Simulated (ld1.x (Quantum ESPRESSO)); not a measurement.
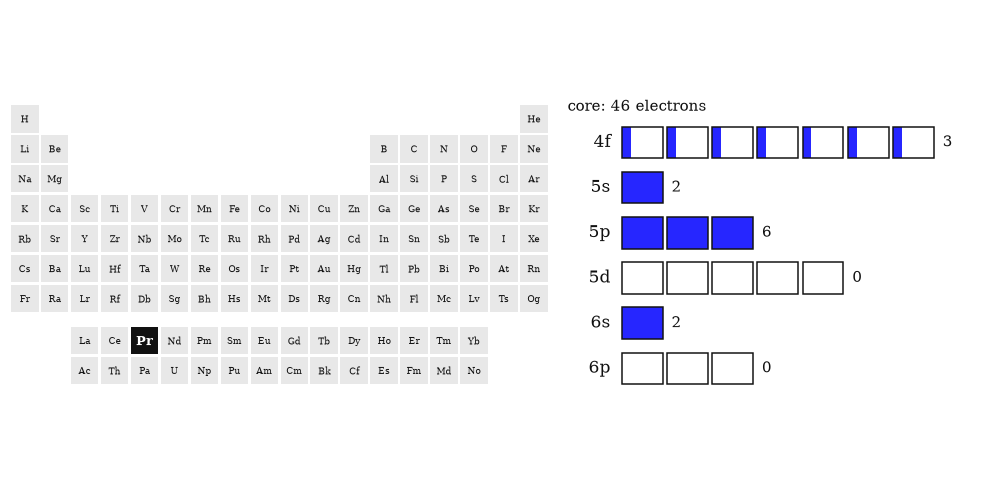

Left, the place of praseodymium in the periodic table; right, the valence shells of the reference configuration: a box for each of the 2l + 1 orbitals, shaded by the share of the shell that is filled, with the electron count at the right.

Pseudopotential generation for Pr (part 1 of 2)

Praseodymium (Pr, Z = 59), core [Kr] 4d10, reference valence 4f3 5s2 5p6 5d0 6s2 6p0, valence charge 13. Computed at this level: RRKJ potential, PBEsol, scalar-relativistic, made with ld1.x (Quantum ESPRESSO) 7.5.

### Output
```
     Program LD1 v.7.5
     --------------------------- All-electron run ----------------------------

     Pr
     scalar relativistic calculation

     atomic number is 59.00
     dft =PBESOL   lsd =0 sic =0 latt =0  beta=0.20 tr2=1.0E-14
     Exchange-correlation= PBESOL
                           (   1   4  10   8   0   0   0)
     mesh =1255 r(mesh) =  99.23220 a.u. xmin = -7.00 dx = 0.01250
     1 Ry =  13.60569312 eV, c = 137.03599908

     n l     nl                  e(Ry)          e(Ha)          e(eV)
     1 0     1S 1( 2.00)     -3072.1539     -1536.0769    -41798.7829
     2 0     2S 1( 2.00)      -494.2551      -247.1276     -6724.6834
     2 1     2P 1( 6.00)      -442.2965      -221.1482     -6017.7504
     3 0     3S 1( 2.00)      -106.6148       -53.3074     -1450.5681
     3 1     3P 1( 6.00)       -90.1608       -45.0804     -1226.7005
     4 0     4S 1( 2.00)       -21.1759       -10.5880      -288.1133
     4 1     4P 1( 6.00)       -15.8000        -7.9000      -214.9693
     3 2     3D 1(10.00)       -67.0515       -33.5258      -912.2826
     5 0     5S 1( 2.00)        -2.8701        -1.4350       -39.0492
     5 1     5P 1( 6.00)        -1.5785        -0.7893       -21.4767
     4 2     4D 1(10.00)        -8.1145        -4.0572      -110.4033
     4 3     4F 1( 3.00)        -0.0943        -0.0471        -1.2830
     5 2     5D 1( 0.00)        -0.1497        -0.0748        -2.0363
     6 0     6S 1( 2.00)        -0.2557        -0.1279        -3.4796
     6 1     6P 1( 0.00)        -0.0904        -0.0452        -1.2296

     final scf error:  1.5E-15 reached in  39 iterations

     Etot =  -18467.791929 Ry,   -9233.895964 Ha, -251267.109643 eV

     Ekin =   19613.832226 Ry,    9806.916113 Ha,  266859.782233 eV
     Encl =  -44813.242540 Ry,  -22406.621270 Ha, -609715.225847 eV
     Eh   =    7156.213739 Ry,    3578.106869 Ha,   97365.248053 eV
     Exc  =    -424.595354 Ry,    -212.297677 Ha,   -5776.914083 eV

     normalization and overlap integrals

     s(1S/1S) =  1.000000  <r> =   0.0241  <r2> =    0.0008  r(max) =   0.0153
     s(2S/2S) =  1.000000  <r> =   0.1031  <r2> =    0.0125  r(max) =   0.0872
     s(2P/2P) =  1.000000  <r> =   0.0906  <r2> =    0.0100  r(max) =   0.0705
     s(3S/3S) =  1.000000  <r> =   0.2725  <r2> =    0.0848  r(max) =   0.2491
     s(3P/3P) =  1.000000  <r> =   0.2706  <r2> =    0.0848  r(max) =   0.2429
     s(4S/4S) =  1.000000  <r> =   0.6226  <r2> =    0.4374  r(max) =   0.5755
     s(4P/4P) =  1.000000  <r> =   0.6596  <r2> =    0.4948  r(max) =   0.6050
     s(3D/3D) =  1.000000  <r> =   0.2476  <r2> =    0.0722  r(max) =   0.2014
     s(5S/5S) =  1.000000  <r> =   1.5069  <r2> =    2.5548  r(max) =   1.3464
     s(5P/5P) =  1.000000  <r> =   1.7670  <r2> =    3.5501  r(max) =   1.5257
     s(4D/4D) =  1.000000  <r> =   0.7275  <r2> =    0.6144  r(max) =   0.6360
     s(4F/4F) =  1.000002  <r> =   1.2087  <r2> =    2.1531  r(max) =   0.6942
     s(5D/5D) =  1.000000  <r> =   3.3165  <r2> =   13.6065  r(max) =   2.2761
     s(6S/6S) =  1.000000  <r> =   4.4766  <r2> =   22.6983  r(max) =   3.8476
     s(6P/6P) =  1.000000  <r> =   6.1117  <r2> =   42.8330  r(max) =   5.0655

     ------------------------ End of All-electron run ------------------------

     --------------------- Generating NC pseudopotential ---------------------

      Generating local pot.: lloc=0, matching radius rcloc =   2.3500

      Computing core charge for nlcc:

       r > 1.04 : true rho core
      Core charge pseudized with two Bessel functions
      Integrated core pseudo-charge :  24.71

      Wfc   5P  rcut= 2.112  Estimated cut-off energy=       40.31 Ry
      This function has    0 nodes for 0 < r <    2.112

      Wfc   5D  rcut= 3.848  Estimated cut-off energy=       15.78 Ry
      This function has    0 nodes for 0 < r <    3.848

      Wfc   4F  rcut= 1.188  Estimated cut-off energy=      208.66 Ry
      This function has    0 nodes for 0 < r <    1.188

     ------------------- End of pseudopotential generation -------------------

     --------------------------- All-electron run ----------------------------

     Pr
     scalar relativistic calculation

     atomic number is 59.00
     dft =PBESOL   lsd =0 sic =0 latt =0  beta=0.20 tr2=1.0E-14
     Exchange-correlation= PBESOL
                           (   1   4  10   8   0   0   0)
     mesh =1255 r(mesh) =  99.23220 a.u. xmin = -7.00 dx = 0.01250
     1 Ry =  13.60569312 eV, c = 137.03599908

     n l     nl                  e(Ry)          e(Ha)          e(eV)
     1 0     1S 1( 2.00)     -3072.1539     -1536.0769    -41798.7829
     2 0     2S 1( 2.00)      -494.2551      -247.1276     -6724.6834
     2 1     2P 1( 6.00)      -442.2965      -221.1482     -6017.7504
     3 0     3S 1( 2.00)      -106.6148       -53.3074     -1450.5681
     3 1     3P 1( 6.00)       -90.1608       -45.0804     -1226.7005
     4 0     4S 1( 2.00)       -21.1759       -10.5880      -288.1133
     4 1     4P 1( 6.00)       -15.8000        -7.9000      -214.9693
     3 2     3D 1(10.00)       -67.0515       -33.5258      -912.2826
     5 0     5S 1( 2.00)        -2.8701        -1.4350       -39.0492
     5 1     5P 1( 6.00)        -1.5785        -0.7893       -21.4767
     4 2     4D 1(10.00)        -8.1145        -4.0572      -110.4033
     4 3     4F 1( 3.00)        -0.0943        -0.0471        -1.2830
     5 2     5D 1( 0.00)        -0.1497        -0.0748        -2.0363
     6 0     6S 1( 2.00)        -0.2557        -0.1279        -3.4796
     6 1     6P 1( 0.00)        -0.0904        -0.0452        -1.2296

     final scf error:  1.5E-15 reached in  39 iterations

     Etot =  -18467.791929 Ry,   -9233.895964 Ha, -251267.109643 eV

     Ekin =   19613.832226 Ry,    9806.916113 Ha,  266859.782233 eV
     Encl =  -44813.242540 Ry,  -22406.621270 Ha, -609715.225847 eV
     Eh   =    7156.213739 Ry,    3578.106869 Ha,   97365.248053 eV
     Exc  =    -424.595354 Ry,    -212.297677 Ha,   -5776.914083 eV

     normalization and overlap integrals

     s(1S/1S) =  1.000000  <r> =   0.0241  <r2> =    0.0008  r(max) =   0.0153
     s(2S/2S) =  1.000000  <r> =   0.1031  <r2> =    0.0125  r(max) =   0.0872
     s(2P/2P) =  1.000000  <r> =   0.0906  <r2> =    0.0100  r(max) =   0.0705
     s(3S/3S) =  1.000000  <r> =   0.2725  <r2> =    0.0848  r(max) =   0.2491
     s(3P/3P) =  1.000000  <r> =   0.2706  <r2> =    0.0848  r(max) =   0.2429
     s(4S/4S) =  1.000000  <r> =   0.6226  <r2> =    0.4374  r(max) =   0.5755
     s(4P/4P) =  1.000000  <r> =   0.6596  <r2> =    0.4948  r(max) =   0.6050
     s(3D/3D) =  1.000000  <r> =   0.2476  <r2> =    0.0722  r(max) =   0.2014
     s(5S/5S) =  1.000000  <r> =   1.5069  <r2> =    2.5548  r(max) =   1.3464
     s(5P/5P) =  1.000000  <r> =   1.7670  <r2> =    3.5501  r(max) =   1.5257
     s(4D/4D) =  1.000000  <r> =   0.7275  <r2> =    0.6144  r(max) =   0.6360
     s(4F/4F) =  1.000002  <r> =   1.2087  <r2> =    2.1531  r(max) =   0.6942
     s(5D/5D) =  1.000000  <r> =   3.3165  <r2> =   13.6065  r(max) =   2.2761
     s(6S/6S) =  1.000000  <r> =   4.4766  <r2> =   22.6983  r(max) =   3.8476
     s(6P/6P) =  1.000000  <r> =   6.1117  <r2> =   42.8330  r(max) =   5.0655

     ------------------------ End of All-electron run ------------------------

     Computing logarithmic derivative in   4.17340
     Message from routine compute phi:
     negative determinant

      ld=  -0.616355 f2ae -1.196572 faenor  0.613712
     Message from routine compute phi:
     negative determinant

      ld=  -0.162669 f2ae  0.072356 faenor  0.577721
     Computing logarithmic derivative in   4.17340
     Computing the partial wave expansion
       no projector for channel:   0
     R is outside the sphere for l=    1 j= 0.00
     R is outside the sphere for l=    2 j= 0.00
     R is outside the sphere for l=    3 j= 0.00

     ---------------------- Testing the pseudopotential ----------------------

     Pr
     scalar relativistic calculation

     atomic number is 59.00   valence charge is 13.00
     dft =PBESOL   lsd =0 sic =0 latt =0  beta=0.20 tr2=1.0E-14
     mesh =1255 r(mesh) =  99.23220 xmin = -7.00 dx = 0.01250

     n l     nl             e AE (Ry)        e PS (Ry)    De AE-PS (Ry)
     4 3     4F   1( 3.00)       -0.09430       -0.09430        0.00000
     1 0     5S   1( 2.00)       -2.87007       -2.87007       -0.00000
     2 1     5P   1( 6.00)       -1.57851       -1.57851        0.00000
     3 2     5D   1( 0.00)       -0.14966       -0.14966        0.00000
     2 0     6S   1( 2.00)       -0.25575       -0.30577        0.05002  !
     3 1     6P   1( 0.00)       -0.09037       -0.09068        0.00031

     eps = 5.6E-15  iter =  7

     Etot =  -18467.791929 Ry,   -9233.895964 Ha, -251267.109643 eV
     Etotps =  -164.856338 Ry,     -82.428169 Ha,   -2242.984749 eV

     Ekin =      72.498596 Ry,      36.249298 Ha,     986.393650 eV
     Encl =    -187.550235 Ry,     -93.775118 Ha,   -2551.750943 eV
     Ehrt =      83.294636 Ry,      41.647318 Ha,    1133.281261 eV
     Ecxc =     -85.614140 Ry,     -42.807070 Ha,   -1164.839716 eV
     (Ecc =     -67.777486 Ry,     -33.888743 Ha,    -922.159671 eV)
     Epseu=     -47.485196 Ry,     -23.742598 Ha,    -646.069001 eV

     ---------------------- End of pseudopotential test ----------------------
```

### Output of the test run (extracts)
```
     ---------------------- Testing the pseudopotential ----------------------

     Pr
     scalar relativistic calculation

     atomic number is 59.00   valence charge is 13.00
     dft =PBESOL   lsd =0 sic =0 latt =0  beta=0.20 tr2=1.0E-14
     mesh =1255 r(mesh) =  99.23220 xmin = -7.00 dx = 0.01250

     n l     nl             e AE (Ry)        e PS (Ry)    De AE-PS (Ry)
     4 3     4F   1( 3.00)       -0.09430       -0.00023       -0.09407  !
     1 0     5S   1( 2.00)       -2.87007       -0.00000       -2.87007  !
     2 1     5P   1( 6.00)       -1.57851       -0.19846       -1.38005  !
     3 2     5D   1( 0.00)       -0.14966       -0.14966        0.00000
     2 0     6S   1( 2.00)       -0.25575       -0.02134       -0.23441  !
     3 1     6P   1( 0.00)       -0.09037       -0.09037        0.00000

     eps = 2.1E-01  iter =201

     Etot =  -18467.791928 Ry,   -9233.895964 Ha, -251267.109633 eV
     Etotps =   -73.659519 Ry,     -36.829759 Ha,   -1002.188808 eV

     Ekin =      30.305122 Ry,      15.152561 Ha,     412.322193 eV
     Encl =     -34.500042 Ry,     -17.250021 Ha,    -469.396990 eV
     Ehrt =       4.810943 Ry,       2.405471 Ha,      65.456210 eV
     Ecxc =     -74.275541 Ry,     -37.137771 Ha,   -1010.570221 eV
     (Ecc =     -67.777486 Ry,     -33.888743 Ha,    -922.159671 eV)

     ---------------------- End of pseudopotential test ----------------------

     ---------------------- Testing the pseudopotential ----------------------

     Pr
     scalar relativistic calculation

     atomic number is 59.00   valence charge is 13.00
     dft =PBESOL   lsd =0 sic =0 latt =0  beta=0.20 tr2=1.0E-14
     mesh =1255 r(mesh) =  99.23220 xmin = -7.00 dx = 0.01250

     n l     nl             e AE (Ry)        e PS (Ry)    De AE-PS (Ry)
     4 3     4F   1( 3.00)       -0.52014       -0.81460        0.29446  !
     1 0     5S   1( 2.00)       -3.30201       -3.58979        0.28778  !
     2 1     5P   1( 6.00)       -2.00952       -2.28748        0.27796  !
     3 2     5D   1( 0.00)       -0.54060       -0.70278        0.16218  !
     2 0     6S   1( 1.00)       -0.59402       -0.33353       -0.26049  !
     3 1     6P   1( 0.00)       -0.38004       -0.20916       -0.17088  !

     eps = 5.8E-15  iter = 31

     Etot =  -18467.370026 Ry,   -9233.685013 Ha, -251261.369360 eV
     Etotps =  -163.862749 Ry,     -81.931374 Ha,   -2229.466274 eV
     dEtot_ae =       0.421902 Ry
     dEtot_ps =     -90.203230 Ry,   Delta E=      90.625132 Ry

     Ekin =      73.847808 Ry,      36.923904 Ha,    1004.750615 eV
     Encl =    -178.270474 Ry,     -89.135237 Ha,   -2425.493363 eV
     Ehrt =      74.634628 Ry,      37.317314 Ha,    1015.455846 eV
     Ecxc =     -84.971151 Ry,     -42.485575 Ha,   -1156.091399 eV
     (Ecc =     -67.777486 Ry,     -33.888743 Ha,    -922.159671 eV)
     Epseu=     -49.103560 Ry,     -24.551780 Ha,    -668.087974 eV

     ---------------------- End of pseudopotential test ----------------------

     ---------------------- Testing the pseudopotential ----------------------

     Pr
     scalar relativistic calculation

     atomic number is 59.00   valence charge is 13.00
     dft =PBESOL   lsd =0 sic =0 latt =0  beta=0.20 tr2=1.0E-14
     mesh =1255 r(mesh) =  99.23220 xmin = -7.00 dx = 0.01250

     n l     nl             e AE (Ry)        e PS (Ry)    De AE-PS (Ry)
     4 3     4F   1( 3.00)       -1.01903       -1.15495        0.13592  !
     1 0     5S   1( 2.00)       -3.80727       -3.92606        0.11879  !
     2 1     5P   1( 6.00)       -2.51029       -2.61896        0.10867  !
     3 2     5D   1( 0.00)       -0.98814       -1.08291        0.09478  !
     2 0     6S   1( 0.00)       -0.95763       -0.54435       -0.41328  !
     3 1     6P   1( 0.00)       -0.68925       -0.38683       -0.30242  !

     eps = 3.1E-15  iter = 13

     Etot =  -18466.595936 Ry,   -9233.297968 Ha, -251250.837338 eV
     Etotps =  -163.424927 Ry,     -81.712463 Ha,   -2223.509405 eV
     dEtot_ae =       1.195992 Ry
     dEtot_ps =     -89.765408 Ry,   Delta E=      90.961400 Ry

     Ekin =      73.910945 Ry,      36.955472 Ha,    1005.609633 eV
     Encl =    -173.930785 Ry,     -86.965393 Ha,   -2366.448886 eV
     Ehrt =      70.808243 Ry,      35.404121 Ha,     963.395223 eV
     Ecxc =     -84.719853 Ry,     -42.359926 Ha,   -1152.672319 eV
     (Ecc =     -67.777486 Ry,     -33.888743 Ha,    -922.159671 eV)
     Epseu=     -49.493477 Ry,     -24.746738 Ha,    -673.393057 eV

     ---------------------- End of pseudopotential test ----------------------

     ---------------------- Testing the pseudopotential ----------------------

     Pr
     scalar relativistic calculation

     atomic number is 59.00   valence charge is 13.00
     dft =PBESOL   lsd =0 sic =0 latt =0  beta=0.20 tr2=1.0E-14
     mesh =1255 r(mesh) =  99.23220 xmin = -7.00 dx = 0.01250

     n l     nl             e AE (Ry)        e PS (Ry)    De AE-PS (Ry)
     4 3     4F   1( 2.00)       -2.19324       -2.35329        0.16005  !
     1 0     5S   1( 2.00)       -4.82381       -4.97804        0.15424  !
     2 1     5P   1( 6.00)       -3.45731       -3.56809        0.11078  !
     3 2     5D   1( 0.00)       -1.75433       -1.83077        0.07644  !
     2 0     6S   1( 0.00)       -1.53214       -1.85149        0.31935  !
     3 1     6P   1( 0.00)       -1.18586       -1.32474        0.13889  !

     eps = 6.6E-15  iter = 11

     Etot =  -18465.006955 Ry,   -9232.503477 Ha, -251229.218140 eV
     Etotps =  -161.689557 Ry,     -80.844779 Ha,   -2199.898496 eV
     dEtot_ae =       2.784973 Ry
     dEtot_ps =     -88.030038 Ry,   Delta E=      90.815012 Ry

     Ekin =      58.857696 Ry,      29.428848 Ha,     800.799744 eV
     Encl =    -160.584307 Ry,     -80.292154 Ha,   -2184.860805 eV
     Ehrt =      59.836651 Ry,      29.918325 Ha,     814.119110 eV
     Ecxc =     -83.111077 Ry,     -41.555539 Ha,   -1130.783813 eV
     (Ecc =     -67.777486 Ry,     -33.888743 Ha,    -922.159671 eV)
     Epseu=     -36.688519 Ry,     -18.344260 Ha,    -499.172731 eV

     ---------------------- End of pseudopotential test ----------------------

     ---------------------- Testing the pseudopotential ----------------------

     Pr
     scalar relativistic calculation

     atomic number is 59.00   valence charge is 13.00
     dft =PBESOL   lsd =0 sic =0 latt =0  beta=0.20 tr2=1.0E-14
     mesh =1255 r(mesh) =  99.23220 xmin = -7.00 dx = 0.01250

     n l     nl             e AE (Ry)        e PS (Ry)    De AE-PS (Ry)
     4 3     4F   1( 3.00)       -0.01645       -0.00493       -0.01151  !
     1 0     5S   1( 2.00)       -2.78345       -1.12855       -1.65490  !
     2 1     5P   1( 6.00)       -1.49720       -2.14682        0.64962  !
     3 2     5D   1( 1.00)       -0.10105       -0.03941       -0.06164  !
     2 0     6S   1( 1.00)       -0.22449       -0.02201       -0.20249  !
     3 1     6P   1( 0.00)       -0.07471       -0.07471        0.00000

     eps = 1.2E-16  iter = 18

     Etot =  -18467.676286 Ry,   -9233.838143 Ha, -251265.536248 eV
     Etotps =   -82.991730 Ry,     -41.495865 Ha,   -1129.160010 eV
     dEtot_ae =       0.115642 Ry
     dEtot_ps =      -9.332211 Ry,   Delta E=       9.447853 Ry

     Ekin =     -15.214244 Ry,      -7.607122 Ha,    -207.000339 eV
     Encl =       0.000000 Ry,       0.000000 Ha,       0.000000 eV
     Ehrt =       0.000000 Ry,       0.000000 Ha,       0.000000 eV
     Ecxc =     -67.777486 Ry,     -33.888743 Ha,    -922.159671 eV
     (Ecc =     -67.777486 Ry,     -33.888743 Ha,    -922.159671 eV)

     ---------------------- End of pseudopotential test ----------------------

     ---------------------- Testing the pseudopotential ----------------------

     Pr
     scalar relativistic calculation

     atomic number is 59.00   valence charge is 13.00
     dft =PBESOL   lsd =0 sic =0 latt =0  beta=0.20 tr2=1.0E-14
     mesh =1255 r(mesh) =  99.23220 xmin = -7.00 dx = 0.01250

     n l     nl             e AE (Ry)        e PS (Ry)    De AE-PS (Ry)
     4 3     4F   1( 3.00)       -0.60092       -0.71045        0.10954  !
     1 0     5S   1( 2.00)       -3.38644       -3.48092        0.09447  !
     2 1     5P   1( 6.00)       -2.09173       -2.17647        0.08474  !
     3 2     5D   1( 0.00)       -0.60168       -0.66744        0.06576  !
     2 0     6S   1( 0.00)       -0.63735       -0.77332        0.13597  !
     3 1     6P   1( 1.00)       -0.42586       -0.47058        0.04472  !

     eps = 9.9E-15  iter = 22

     Etot =  -18467.157447 Ry,   -9233.578723 Ha, -251258.477074 eV
     Etotps =  -164.061914 Ry,     -82.030957 Ha,   -2232.176051 eV
     dEtot_ae =       0.634481 Ry
     dEtot_ps =     -90.402395 Ry,   Delta E=      91.036876 Ry

     Ekin =      74.010335 Ry,      37.005167 Ha,    1006.961902 eV
     Encl =    -179.740580 Ry,     -89.870290 Ha,   -2445.495168 eV
     Ehrt =      75.889167 Ry,      37.944583 Ha,    1032.524717 eV
     Ecxc =     -85.045189 Ry,     -42.522595 Ha,   -1157.098745 eV
     (Ecc =     -67.777486 Ry,     -33.888743 Ha,    -922.159671 eV)
     Epseu=     -49.175647 Ry,     -24.587823 Ha,    -669.068756 eV

     ---------------------- End of pseudopotential test ----------------------

     ---------------------- Testing the pseudopotential ----------------------

     Pr
     scalar relativistic calculation

     atomic number is 59.00   valence charge is 13.00
     dft =PBESOL   lsd =0 sic =0 latt =0  beta=0.20 tr2=1.0E-14
     mesh =1255 r(mesh) =  99.23220 xmin = -7.00 dx = 0.01250

     n l     nl             e AE (Ry)        e PS (Ry)    De AE-PS (Ry)
     4 3     4F   1( 3.00)       -0.05056       -0.00000       -0.05056  !
     1 0     5S   1( 2.00)       -2.82204       -0.00000       -2.82204  !
     2 1     5P   1( 6.00)       -1.53351       -0.04395       -1.48956  !
     3 2     5D   1( 0.50)       -0.12246       -0.00000       -0.12246  !
     2 0     6S   1( 1.50)       -0.23855       -0.00000       -0.23854  !
     3 1     6P   1( 0.00)       -0.08140       -0.08140        0.00000

     eps = 8.5E-02  iter =201

     Etot =  -18467.736265 Ry,   -9233.868133 Ha, -251266.352303 eV
     Etotps =   -72.699150 Ry,     -36.349575 Ha,    -989.122322 eV
     dEtot_ae =       0.055663 Ry
     dEtot_ps =       0.960369 Ry,   Delta E=      -0.904706 Ry

     Ekin =      31.259159 Ry,      15.629579 Ha,     425.302524 eV
     Encl =     -34.494468 Ry,     -17.247234 Ha,    -469.321147 eV
     Ehrt =       4.821330 Ry,       2.410665 Ha,      65.597531 eV
     Ecxc =     -74.285170 Ry,     -37.142585 Ha,   -1010.701231 eV
     (Ecc =     -67.777486 Ry,     -33.888743 Ha,    -922.159671 eV)

     ---------------------- End of pseudopotential test ----------------------

     ---------------------- Testing the pseudopotential ----------------------

     Pr
     scalar relativistic calculation

     atomic number is 59.00   valence charge is 13.00
     dft =PBESOL   lsd =0 sic =0 latt =0  beta=0.20 tr2=1.0E-14
     mesh =1255 r(mesh) =  99.23220 xmin = -7.00 dx = 0.01250

     n l     nl             e AE (Ry)        e PS (Ry)    De AE-PS (Ry)
     4 3     4F   1( 1.00)       -3.57270       -3.73262        0.15992  !
     1 0     5S   1( 2.00)       -5.95519       -6.15669        0.20150  !
     2 1     5P   1( 6.00)       -4.51022       -4.61325        0.10303  !
     3 2     5D   1( 0.00)       -2.63134       -2.66581        0.03448  !
     2 0     6S   1( 0.00)       -2.18341       -2.68434        0.50093  !
     3 1     6P   1( 0.00)       -1.76546       -1.91860        0.15314  !

     eps = 1.3E-16  iter = 12

     Etot =  -18462.135529 Ry,   -9231.067764 Ha, -251190.150401 eV
     Etotps =  -158.658646 Ry,     -79.329323 Ha,   -2158.660847 eV
     dEtot_ae =       5.656399 Ry
     dEtot_ps =     -84.999127 Ry,   Delta E=      90.655526 Ry

     Ekin =      39.395485 Ry,      19.697742 Ha,     536.002874 eV
     Encl =    -146.177381 Ry,     -73.088691 Ha,   -1988.844594 eV
     Ehrt =      48.958315 Ry,      24.479158 Ha,     666.111811 eV
     Ecxc =     -81.215207 Ry,     -40.607603 Ha,   -1104.989182 eV
     (Ecc =     -67.777486 Ry,     -33.888743 Ha,    -922.159671 eV)
     Epseu=     -19.619857 Ry,      -9.809929 Ha,    -266.941756 eV

     ---------------------- End of pseudopotential test ----------------------
```

(Continued in part 2.) Outcome of the run: generated; the pseudo-atom misses its reference levels by up to 0.68 eV (6s, which has no pseudo-wave of its own).
